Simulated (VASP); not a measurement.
Band structure of MgO (rock salt). These are optB86b-vdW, VASP's PBE PAW potentials (set 64) (plane waves; VASP 6.6.1) values and carry that method's errors.

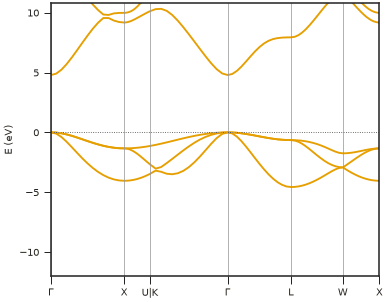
Figure: Bands along high-symmetry lines, zero at the valence-band maximum or, without a gap, the Fermi level

Task: Read the plot: is there a gap, and where are the band edges?

Result: The gap is direct, 4.79 eV, from the valence maximum at Γ to the conduction minimum at Γ. (Edges off the drawn lines would not show.)

Measured: gap 8.36 eV (computed value off by -3.57 eV), as given by Wei Chen et al., Physical Review Materials (2018), doi:10.1103/physrevmaterials.2.073803 [zero-point renormalisation of 0.53 eV added back (the table's ZPR column)].

The compound is MgO in the rock salt structure. It was relaxed first.
